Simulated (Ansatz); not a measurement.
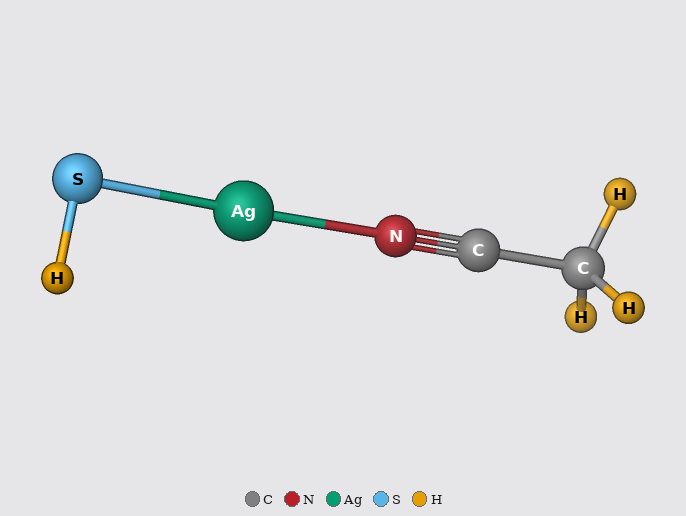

Ball-and-stick drawing of a structure.

The species is neutral and a spin singlet.

Which formula does it have?

Answer. C₂H₄AgNS, 9 atoms: 2 carbon, 4 hydrogen, 1 silver, 1 nitrogen and 1 sulfur.

How many bonds of each kind are drawn?

Answer. 3 C–H, 1 C–C, 1 C–N, 1 Ag–N, 1 Ag–S, 1 S–H.

What is its SMILES?

Answer. CC#[N+][Ag-][SH]

The parts below concern this one geometry. Atoms keep their numbers from picture to picture. Computed geometry: PBE0-D4/def2-TZVP optimisation.

### Geometry

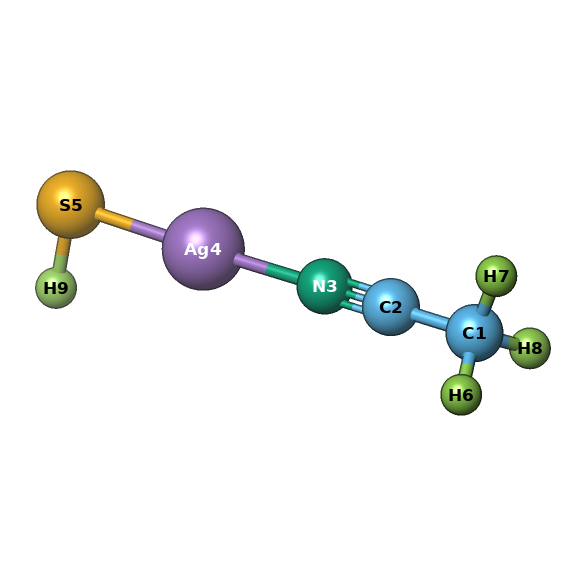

Which atoms are bonded, and how long are the bonds?

| bond | length (Å) |
| --- | --- |
| C1–C2 | 1.444 |
| C1–H6 | 1.091 |
| C1–H7 | 1.091 |
| C1–H8 | 1.091 |
| C2–N3 | 1.145 |
| N3–Ag4 | 2.095 |
| Ag4–S5 | 2.297 |
| S5–H9 | 1.344 |

### Electronic properties

Properties computed with RKS r2SCAN-D4/def2-TZVPP, core potentials on Ag (Ansatz 0.2.0).

What is the dipole moment?

Answer. 10.80 D.

Give the HOMO energy (Kohn–Sham orbital) at this level.

Answer. −4.57 eV.

Give the dispersion correction at this level.

Answer. −4.4 kJ/mol.

Estimate the LUMO energy (Kohn–Sham orbital).

Answer. −1.52 eV.

### Vibrations

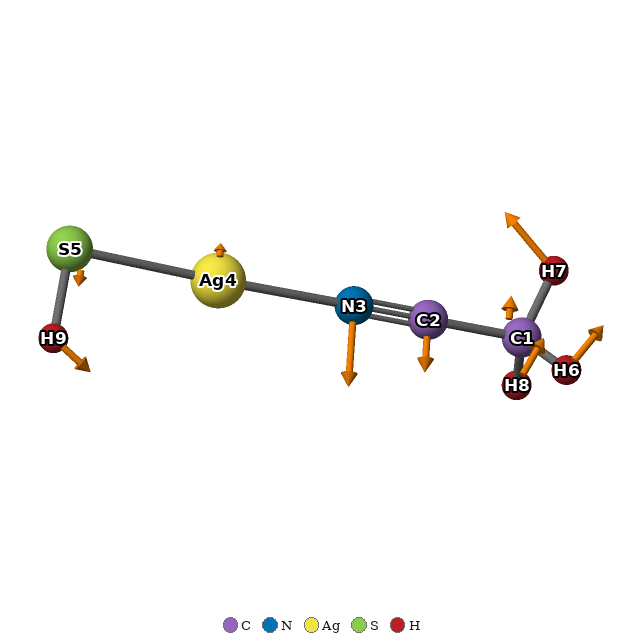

The arrows show one normal mode. Harmonic vibrations computed with RKS PBE0-D4/def2-TZVP, core potentials on Ag (Ansatz 0.2.0) at a stationary point of the same level.

At what wavenumber does it lie?

Answer. 142 cm⁻¹; it is mode 4 of 21 counted from the lowest.

### Charges

The questions are on Mulliken charges. Level of theory: RKS r2SCAN-D4/def2-TZVPP, core potentials on Ag (Ansatz 0.2.0).

Which atom carries the highest charge (most positive or least negative)?

Answer. H6, H7, H8 (0.10 e).

And the lowest?

Answer. S5 (−0.45 e).

List the Mulliken charges.

```
atom  value (e)
  C1      −0.01
  C2      −0.03
  N3       0.02
 Ag4       0.09
  S5      −0.45
  H6       0.10
  H7       0.10
  H8       0.10
  H9       0.08
```

Mulliken values depend strongly on the basis set and can even reverse the polarity of a bond.
